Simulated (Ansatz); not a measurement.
**AlSn: one crystal by all-electron and frozen-core methods, part 1 of 2**

Does the method matter for AlSn? The same cell, functional and mesh are run with LAPW, all electrons, PAW on the default files and all-electron PAW on datasets made for the crystal.

Computed with Ansatz 0.2.0 (DFT PBEsol, scalar-relativistic, unless a step's input says otherwise).

## 1. Starting point

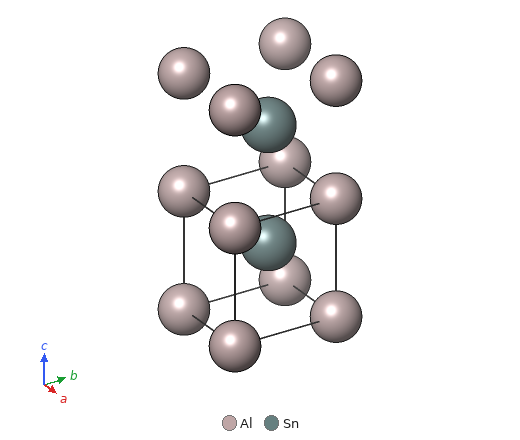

The starting structure, seen slightly off an axis (aluminium light grey, tin teal). 1×1×2 cells are drawn. Atoms on the faces are drawn again on the opposite ones.

Coordinates:

```cif
data_structure
_symmetry_space_group_name_H-M 'P-6m2'
_symmetry_Int_Tables_number 187
_cell_length_a 4.1981
_cell_length_b 4.1981
_cell_length_c 3.3068
_cell_angle_alpha 90.000
_cell_angle_beta 90.000
_cell_angle_gamma 120.000
_cell_volume 50.47
loop_
_atom_site_label
_atom_site_type_symbol
_atom_site_symmetry_multiplicity
_atom_site_Wyckoff_symbol
_atom_site_fract_x
_atom_site_fract_y
_atom_site_fract_z
_atom_site_occupancy
Al1 Al 1 a 0.00000 0.00000 0.00000 1
Sn1 Sn 1 d 0.33333 0.66667 0.50000 1
```

The file gives the conventional cell by its symmetry; the runs use the cell typed in the input.

Structure from a Materials Project entry, not relaxed further.

Atoms are numbered in the order of the input: Al1, Sn2.

## 2. LAPW, all electrons

File input.yaml:

```yaml
crystal:
  lattice:
    - [4.1981056157, 0.0, 0.0]
    - [-2.0990528078, 3.6356661109, 0.0]
    - [0.0, 0.0, 3.306847]
  atoms:
    - { symbol: Al, position: [0.0, 0.0, 0.0] }
    - { symbol: Sn, position: [0.3333333333, 0.6666666667, 0.5] }
kpoints:
  mp_grid: { grid: [11, 11, 12] }
  band_path:
    path:
      - [0.0, 0.0, 0.0]
      - [0.5, 0.0, 0.0]
      - [0.3333333333, 0.3333333333, 0.0]
      - [0.0, 0.0, 0.0]
      - [0.0, 0.0, 0.5]
      - [0.5, 0.0, 0.5]
      - [0.3333333333, 0.3333333333, 0.5]
      - [0.0, 0.0, 0.5]
      - [0.5, 0.0, 0.5]
    npoints: 8
scf:
  occupations: { method: fermi_dirac, width: 0.05 }
hamiltonian:
  xc: pbesol
  pseudopotentials: { kind: all_electron, lapw: { basis_error: 0.00025 } }
output:
  forces: true
  stress: true
  eigenvalues: true
  populations: true
  dos: { projected: true, de: 0.2, e_range: [-14, 8] }
```

What it wrote:

```text
Al: projections on atomic orbitals take those of the free atom 1s2 2s2 2p6 3s2 3p1, of charge +0.00 (hamiltonian.pseudopotentials.projection_atoms)
Sn: projections on atomic orbitals take those of the free atom 1s2 2s2 2p6 3s2 3p6 3d10 4s2 4p6 4d10 5s2 5p2, of charge +0.00 (hamiltonian.pseudopotentials.projection_atoms)
LAPW: plane waves up to 7.386 Å⁻¹, error target 2.5e-4 eV per atom; small_component_spin mean_spin; Al in spheres of 1.317 Å, 11 of its electrons in bands, Dirac shells []; Sn in spheres of 1.617 Å, 22 of its electrons in bands, Dirac shells []
Engine: ansatz 0.2.0
Pseudopotentials: kind: all_electron
Pseudopotential: Al, LAPW, valence charge 11, Koelling and Harmon's equation, gaussian nucleus
Pseudopotential: Sn, LAPW, valence charge 22, Koelling and Harmon's equation, gaussian nucleus
Functional definition: PBEsol
  exchange = pbesol_x
  correlation = pbesol_c
Crystal: 2 atoms, lattice volume = 50.472 Å³
Basis set: ecut = 207.8395504642076 eV, 355 PW (Γ), exchange–correlation at level 2
Bands: 21, of which v1, the nominal top of the filled ones, is band 17 counted from 1 (16 counted from 0)
Symmetry: 12 space group operations
Space group: P-6m2 (ITA 187), of the structure as read, at distance tolerance 3.7e-5 Å
k-points: 112 of 1452 (time reversal used)
Non-local potential: Al, projectors of the file, none
Non-local potential: Sn, projectors of the file, none
Initial density: superposition of atomic densities (chi_scale 0.1, normalization cell, long waves kept (reshape's long-wave potential 0.00 eV rms))
Initial wavefunctions: plane waves of lowest kinetic energy (no species holds an atomic orbital)
Functional: x = pbesol(κ = 0.804, μ = 0.12345679012345678), c = pbesol(β = 0.046)
iter 1 solved again at ethr=2.82e-4 eV; its pass at ethr=1.00e-1 eV (dr2=9.29e-2 eV) is discarded
SCF iter   1: F=—  HF=-174609.250296 eV  |F-HF|=—  |Δ(HF+E_count)|=         —  Δρ=1.23e-2  dr2=9.38e-2  ethr=2.82e-4  ⟨swp⟩=3.0  Hψ=16123  notcnv=0
preconditioner: auto → none  [metal: Δε(μ)=0.020 eV  Ē_g=18.077 eV  σ=0.050 eV  W_gap=0.10  n_scr=8 (ndim 8)  ℏωp=21.6 eV  f_vac=0.000  D(μ)=1.38/eV (n_scr^D=8)  sad-step TF]
SCF iter   2: F=—  HF=-174609.221370 eV  |F-HF|=—  |Δ(HF+E_count)|=   2.89e-2  Δρ=8.78e-3  dr2=6.16e-2  ethr=2.82e-4  ⟨swp⟩=2.0  Hψ=6814  notcnv=0
iter 3 solved again at ethr=9.68e-6 eV; its pass at ethr=1.87e-4 eV (dr2=3.19e-3 eV) is discarded
SCF iter   3: F=—  HF=-174609.210231 eV  |F-HF|=—  |Δ(HF+E_count)|=   1.11e-2  Δρ=1.99e-3  dr2=3.19e-3  ethr=9.68e-6  ⟨swp⟩=2.0  Hψ=12050  notcnv=0
SCF iter   4: F=—  HF=-174609.205080 eV  |F-HF|=—  |Δ(HF+E_count)|=   5.15e-3  Δρ=5.05e-4  dr2=1.79e-4  ethr=9.68e-6  ⟨swp⟩=2.3  Hψ=6829  notcnv=0
SCF iter   5: F=—  HF=-174609.205123 eV  |F-HF|=—  |Δ(HF+E_count)|=         —  Δρ=1.27e-4  dr2=9.39e-6  ethr=5.41e-7  ⟨swp⟩=2.0  Hψ=6787  notcnv=0
the basis was enlarged: its passes take 282.3 KiB over the memory plan, 1 of 1 planned eigensolver slots
SCF iter   6: F=—  HF=-174609.205125 eV  |F-HF|=—  |Δ(HF+E_count)|=   2.03e-6  Δρ=1.28e-5  dr2=9.97e-8  ethr=2.85e-8  ⟨swp⟩=2.9  Hψ=6973  notcnv=0
SCF iter   7: F=-174609.205125 eV  HF=-174609.205125 eV  |F-HF|=1.22e-9  |Δ(HF+E_count)|=   1.02e-7  Δρ=2.37e-6  dr2=2.33e-9  ethr=3.02e-10  ⟨swp⟩=2.8  Hψ=6974  notcnv=0
SCF 1 converged in 7 iterations: F = -174609.205125 eV  dr2 = 2.33e-9
NSCF: frozen V_eff on 65 k-points
SCF converged after 7 iterations
Free energy (F): -174609.205125 eV
Harris-Foulkes:  -174609.205125 eV  (|F-HF|=1.22e-9)
Internal energy: -174609.194391 eV  (E = F + TS)
E sigma→0 (E₀):  -174609.199758 eV
Entropy (-TS):   -0.010733 eV (-5.367 meV/atom)
Fermi energy:    9.971070 eV
--- Per-component energies (eV) ---
  E_band       = -1276.797602
  E_kinetic    = 183295.509822
  E_xc         = -4914.756184
  E_electrostatic = -352989.948029  (all electrons and nuclei)
  E_smearing   = -0.010733  (= −TS)
  E_closure    = 0.000000  (closes the sum)
  E_atoms      = -174601.286663  (free atoms, spherical and without spin; not in F)
  Σ components = -174609.205125   (vs F -174609.205125, Δ=0.00e0)
  Basis errors (estimates in eV, not in F): energy 8.3e-5 per atom: plane waves 7.6e-5 (4.2e-5 summed), levels above the bands 5.8e-57, relativity 3.2e-9, radial functions 7.8e-6, core shells 3.7e-10; eigenvalues (radial functions only) 3.4e-7; not estimated: angular momenta, meshes, grids; target (lapw.basis_error) 2.5e-4; muffin-tin radii Al 1.317 Å, Sn 1.617 Å
--- Forces (eV/Å), atoms counted from 1 ---
  atom   1  Al     0.00000000     0.00000000     0.00000000
  atom   2  Sn    -0.00000000    -0.00000000     0.00000000
  max |Σ_I F_I| component: 6.36e-18 eV/Å
--- Stress (GPa, compression-positive) ---
       -1.568402       0.000000       0.000000
        0.000000      -1.568402       0.000000
        0.000000       0.000000      -2.913608
  P = ⅓ Tr σ = -2.0168 GPa (-20.168 kbar)
--- Band table (eV; the first three rows and the last of 112) ---
  k-point 0: bands = ["-119.0549", "-93.3804", "-74.9040", "-74.8786", "-74.8786", "-55.0669", "-55.0614", "-55.0614", "-11.3232", "-11.2057", "-11.2057", "-11.1937", "-11.1937", "-0.4878", "9.7598", "9.7598", "10.6565", "12.5665", "13.1049", "13.1049", "15.1353"]
  k-point 1: bands = ["-119.0549", "-93.3804", "-74.9042", "-74.8786", "-74.8786", "-55.0670", "-55.0614", "-55.0614", "-11.3112", "-11.2052", "-11.2052", "-11.1980", "-11.1980", "-0.3906", "9.8621", "9.8621", "10.5870", "11.5537", "13.1823", "13.1823", "15.8313"]
  k-point 2: bands = ["-119.0549", "-93.3804", "-74.9046", "-74.8786", "-74.8786", "-55.0673", "-55.0614", "-55.0614", "-11.2784", "-11.2102", "-11.2102", "-11.2035", "-11.2035", "-0.0987", "9.3454", "10.1658", "10.1658", "11.2237", "13.4086", "13.4086", "16.1975"]
  k-point 111: bands = ["-119.0549", "-93.3803", "-74.9062", "-74.8785", "-74.8785", "-55.0685", "-55.0614", "-55.0613", "-11.2699", "-11.2660", "-11.1915", "-11.1847", "-11.1303", "4.5267", "6.2541", "6.9048", "7.4769", "9.2042", "10.2446", "17.2103", "17.5668"]
--- Löwdin populations: 2 sites ---
  site symbol       q [e]
     0     Al     13.0121
     1     Sn     49.9301
  spilling = 0.000917 (of n_electrons = 63.000000)
```

Run time: 19 s. Hardware: 1 thread, shared host.

This run gives: pressure -2.02 GPa; no gap.

Levels at the path's labelled points, in eV from the Fermi level:

```tsv
point	band 13	band 14	band 15	band 16	band 17	band 18	band 19
Γ	-21.16	-10.46	-0.21	-0.21	0.69	2.60	3.13
M	-21.16	-8.64	-6.32	-1.82	0.57	4.41	6.49
K	-21.16	-8.22	-6.31	-3.96	5.01	5.47	5.79
Γ	-21.16	-10.46	-0.21	-0.21	0.69	2.60	3.13
A	-21.11	-7.44	-6.21	2.72	2.72	3.61	3.61
L	-21.10	-5.75	-4.22	-3.16	-2.32	1.19	2.40
H	-21.10	-5.40	-3.62	-3.08	-2.57	-0.88	0.17
A	-21.11	-7.44	-6.21	2.72	2.72	3.61	3.61
L	-21.10	-5.75	-4.22	-3.16	-2.32	1.19	2.40
```

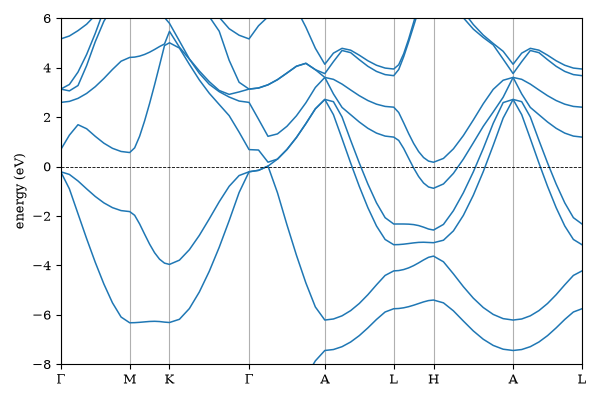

Bands along the path, counted from its Fermi level.

States per cell, counted by energy window (eV from the Fermi level, on a grid of 0.20 eV):

```tsv
from	to	total	Sn 5p	Al 3p	Sn 5s	Al 3s
-10	-9	0.36	0.04	0.08	0.15	0.08
-9	-8	0.69	0.08	0.19	0.33	0.09
-8	-7	0.49	0.07	0.13	0.25	0.04
-7	-6	0.39	0.06	0.08	0.20	0.04
-6	-5	0.60	0.23	0.08	0.10	0.18
-5	-4	0.67	0.27	0.11	0.08	0.20
-4	-3	0.71	0.29	0.16	0.10	0.16
-3	-2	0.92	0.44	0.31	0.08	0.08
-2	-1	1.07	0.49	0.36	0.07	0.14
-1	0	0.95	0.47	0.29	0.05	0.10
0	1	0.89	0.40	0.26	0.06	0.12
1	2	0.97	0.33	0.31	0.09	0.16
2	3	1.28	0.41	0.49	0.09	0.16
3	4	1.26	0.39	0.52	0.07	0.10
4	5	1.34	0.39	0.57	0.07	0.08
```

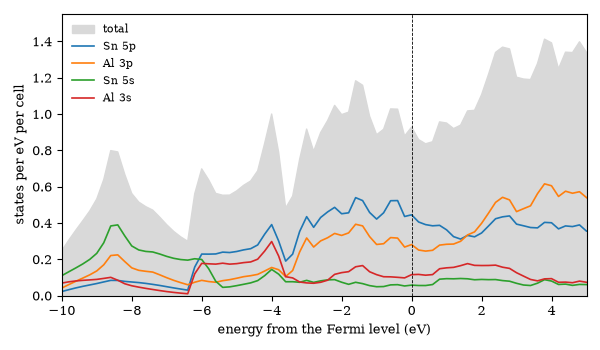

Density of states, total and projected.

## 3. PAW on the default files

Changes to input.yaml since step 2:

```diff
@@ -26,3 +26,3 @@
   xc: pbesol
-  pseudopotentials: { kind: all_electron, lapw: { basis_error: 0.00025 } }
+  pseudopotentials: { kind: paw }
 output:
@@ -31,3 +31,5 @@
   eigenvalues: true
+  efg: { contact_densities: true }
   populations: true
+  bader: true
   dos: { projected: true, de: 0.2, e_range: [-14, 8] }
```

What it wrote:

```text
Sn: output.efg is read without spin–orbit coupling, which moves field gradients at and beside such atoms by some per cent and up to a factor of two; PAW files take it under magnetization.noncollinear and magnetization.spin_orbit
[... 1 set-up line as earlier in the session ...]
Pseudopotentials: kind: paw
Pseudopotential: Al, paw, valence charge 3, recommended cutoff 420 eV (normal)
Pseudopotential: Sn, paw, valence charge 14, recommended cutoff 420 eV (normal)
[... 3 set-up lines as earlier in the session ...]
Crystal: 2 atoms, lattice volume = 50.472 Å³
Basis set: ecut = 420 eV, 953 PW (Γ), exchange–correlation on 60×60×48 points (8 copies of the dense FFT grid, shifted against one another)
Bands: 13, of which v1, the nominal top of the filled ones, is band 9 counted from 1 (8 counted from 0)
[... 2 set-up lines as earlier in the session ...]
k-points: 112 of 1452 (time reversal used)
Non-local potential: Al, projectors of the file, l = 0: 2, l = 1: 2, l = 2: 1
Non-local potential: Sn, projectors of the file, l = 0: 2, l = 1: 2, l = 2: 2, l = 3: 2
PAW form: soft (Blöchl's): semilocal exchange-correlation on the pseudo side does not see the compensation charge
PAW frozen core: Al, regenerated for the run's functional, and the local potential with it (the file was generated under x = pbe(κ = 0.804, μ = 0.2195149727645171), c = pbe(β = 0.06672455060314922))
PAW frozen core: Sn, regenerated for the run's functional, and the local potential with it (the file was generated under x = pbe(κ = 0.804, μ = 0.2195149727645171), c = pbe(β = 0.06672455060314922))
PAW one-centre angular grid: Al, 110 points (default); XC on 64 Gauss nodes
PAW one-centre angular grid: Sn, 590 points (default); XC on 64 Gauss nodes
Initial density: superposition of atomic densities (neutral atoms: chi_scale 0, normalization atom), corrected by the library's trained network
Initial wavefunctions: pseudopotential atomic-orbital guess
[... 1 set-up line as earlier in the session ...]
SCF iter   1: F=—  HF=-6473.927940 eV  |F-HF|=—  |Δ(HF+E_count)|=         —  Δρ=2.34e-3  dr2=3.12e-3  ethr=1.77e-3  ⟨swp⟩=6.0  Hψ=9361  notcnv=0
preconditioner: auto → none  [metal: Δε(μ)=0.014 eV  Ē_g=18.245 eV  σ=0.050 eV  W_gap=0.07  n_scr=8 (ndim 8)  ℏωp=21.6 eV  f_vac=0.000  D(μ)=1.39/eV (n_scr^D=8)  sad-step TF]
SCF iter   2: F=—  HF=-6473.926478 eV  |F-HF|=—  |Δ(HF+E_count)|=   1.46e-3  Δρ=1.47e-3  dr2=1.22e-3  ethr=1.84e-5  ⟨swp⟩=1.4  Hψ=2415  notcnv=0
SCF iter   3: F=—  HF=-6473.926224 eV  |F-HF|=—  |Δ(HF+E_count)|=   2.54e-4  Δρ=7.04e-4  dr2=1.87e-4  ethr=7.20e-6  ⟨swp⟩=2.0  Hψ=2364  notcnv=0
SCF iter   4: F=—  HF=-6473.926119 eV  |F-HF|=—  |Δ(HF+E_count)|=   1.05e-4  Δρ=2.80e-4  dr2=2.17e-5  ethr=1.10e-6  ⟨swp⟩=2.2  Hψ=2183  notcnv=0
SCF iter   5: F=—  HF=-6473.926112 eV  |F-HF|=—  |Δ(HF+E_count)|=   6.65e-6  Δρ=1.11e-4  dr2=4.45e-6  ethr=1.28e-7  ⟨swp⟩=2.0  Hψ=2365  notcnv=0
SCF iter   6: F=—  HF=-6473.926110 eV  |F-HF|=—  |Δ(HF+E_count)|=   2.44e-6  Δρ=3.85e-5  dr2=5.63e-7  ethr=2.62e-8  ⟨swp⟩=2.0  Hψ=1984  notcnv=0
SCF iter   7: F=-6473.926110 eV  HF=-6473.926110 eV  |F-HF|=2.62e-8  |Δ(HF+E_count)|=   3.31e-7  Δρ=7.99e-6  dr2=2.06e-8  ethr=5.88e-10  ⟨swp⟩=4.5  Hψ=6041  notcnv=0
SCF 1 converged in 7 iterations: F = -6473.926110 eV  dr2 = 2.06e-8
NSCF: frozen V_eff on 65 k-points
SCF converged after 7 iterations
Free energy (F): -6473.926110 eV
Harris-Foulkes:  -6473.926110 eV  (|F-HF|=2.62e-8)
Internal energy: -6473.915368 eV  (E = F + TS)
E sigma→0 (E₀):  -6473.920739 eV
Entropy (-TS):   -0.010741 eV (-5.371 meV/atom)
Fermi energy:    7.767231 eV
--- Per-component energies (eV) ---
  E_band       = -109.701617
  E_kinetic    = 207.781692
  E_local      = -1144.444503  (includes V_loc(G=0)·N_el)
  E_nonlocal   = -19.875063
  E_hartree    = 664.954133
  E_xc         = -417.455344
  E_vxc        = -124.562390  (∫ρ·V_xc dr)
  E_paw        = -4519.831192  (= ΣΔE_a)
  E_vpaw       = -358.515993  (= ΣTr[D̂ρ^β])
  E_aug_tail   = -0.000003  (compensation charges beyond the density's cutoff)
  E_ewald      = -1245.349068
  E_core_change = 0.303979  (= ΣΔE_core)
  E_smearing   = -0.010741  (= −TS)
  E_closure    = 0.000000  (closes the sum)
  Σ components = -6473.926110   (vs F -6473.926110, Δ=0.00e0)
--- Forces (eV/Å), atoms counted from 1 ---
  atom   1  Al    -0.00000000    -0.00000000     0.00000000
  atom   2  Sn     0.00000000     0.00000000     0.00000000
  max |Σ_I F_I| component: 3.70e-17 eV/Å
--- Stress (GPa, compression-positive) ---
       -1.573016       0.000000       0.000000
        0.000000      -1.573016       0.000000
        0.000000       0.000000      -2.918844
  P = ⅓ Tr σ = -2.0216 GPa (-20.216 kbar)
--- PAW observables at the nuclei: V_zz in 10²¹ V/m², potentials from the cell's mean, atoms counted from 1 ---
  atom   1  Al V_zz =    +0.518091   η = 0.0000   by run symmetry: allowed
            electrostatic potential = -1229.261432 V   contact ρ = 10048.391838 e/Å³
  atom   2  Sn V_zz =    +7.467996   η = 0.0000   by run symmetry: allowed
            electrostatic potential = -8170.914682 V   contact ρ = 1234612.712852 e/Å³
--- Band table (eV; the first three rows and the last of 112) ---
  k-point 0: bands = ["-13.5312", "-13.4093", "-13.4093", "-13.4007", "-13.4007", "-2.6897", "7.5564", "7.5564", "8.4514", "10.3637", "10.8994", "10.8994", "12.9208"]
  k-point 1: bands = ["-13.5193", "-13.4088", "-13.4088", "-13.4050", "-13.4050", "-2.5925", "7.6586", "7.6586", "8.3826", "9.3488", "10.9769", "10.9769", "13.6242"]
  k-point 2: bands = ["-13.4865", "-13.4172", "-13.4172", "-13.4071", "-13.4071", "-2.3007", "7.1418", "7.9620", "7.9620", "9.0182", "11.2032", "11.2032", "13.9940"]
  k-point 111: bands = ["-13.4768", "-13.4730", "-13.3950", "-13.3882", "-13.3385", "2.3229", "4.0504", "4.7030", "5.2729", "6.9995", "8.0418", "15.0005", "15.3624"]
--- Löwdin populations: 2 sites ---
  site symbol       q [e]
     0     Al      2.9978
     1     Sn     13.9361
  spilling = 0.003891 (of n_electrons = 17.000000)
--- Bader charges: 2 sites ---
  site symbol  charge [e]  shift [e]
     0     Al      0.5901     0.0073
     1     Sn     -0.5901     0.0073
  estimated error of the sums over rays = 3.2e-4 e
```

It took 14 s on 1 thread, shared host.

In short: pressure -2.02 GPa; no gap; Vzz Al1 0.52 (η = 0.00), Sn2 7.47 (η = 0.00) (10²¹ V/m²).

```tsv
atom	Bader charge (e)	basin volume (Å³)
Al1	+0.59	18.43
Sn2	-0.59	32.05
```

(Continued in part 2 of 2.)
